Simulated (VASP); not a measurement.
Band structure of Ag (fcc). Calculation: PBE GGA, VASP's PBE PAW potentials (set 64) (plane waves; VASP).

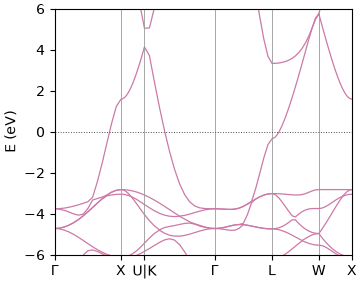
Fig. 1. Bands along high-symmetry lines, zero at the valence-band maximum or, without a gap, the Fermi level

Task: Read the plot: is there a gap, and where are the band edges?

Result: It has no gap at this level: it comes out as a metal or semimetal. (Edges off the drawn lines would not show.)

The compound is Ag in the fcc structure. It was relaxed first.
